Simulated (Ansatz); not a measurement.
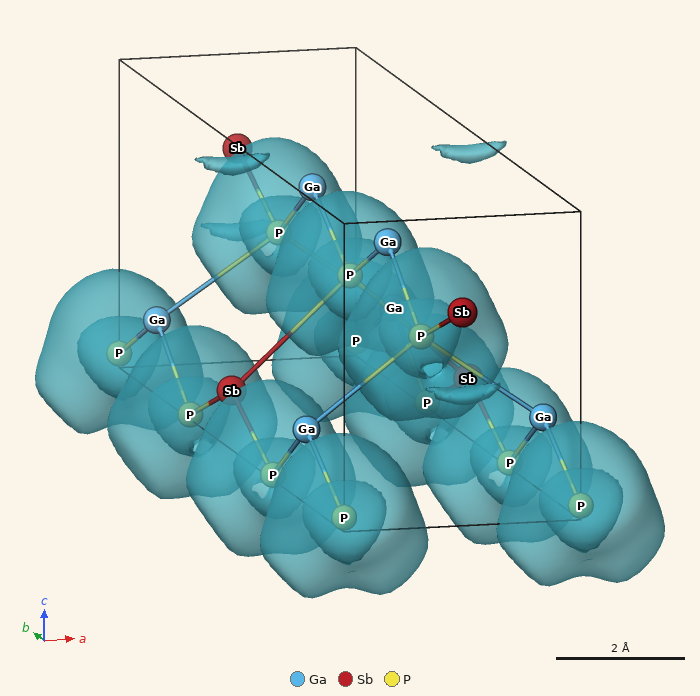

The picture shows: Ga2SbP3. Isosurface of the electron localisation function at 0.65 (cyan), seen slightly off an axis. Core shells and regions of very low density are left out. Sticks mark near contacts.

Space group Imm2; a structure from a database of computed crystals, not necessarily the ambient phase; started from the Cu2GeS3-44 prototype, which need not be the ambient phase.

Method: DFT, r2SCAN+rVV10, plane waves, PAW (Ansatz).

In a PAW calculation such maps are meaningful between the atoms, not at the nuclei.

Q: Where are the electrons localised?

A: At this value the surface marks out six regions on P in which the atom's valence shell and bonds are merged and two lobes on Sb, pointing away from the bonds (lone pairs), counted in one cell of 12 atoms. Regions shared between cells count once.

Values along the shortest contacts:
Ga–P (2.35 Å): the ELF peaks at about 0.90 in the valence shell of P, 0.8 Å from its nucleus, and is about 0.75 at the midpoint. Sb–P (2.59 Å): the ELF peaks at about 0.90 in the valence shell of P, 0.9 Å from its nucleus, and is about 0.75 at the midpoint.
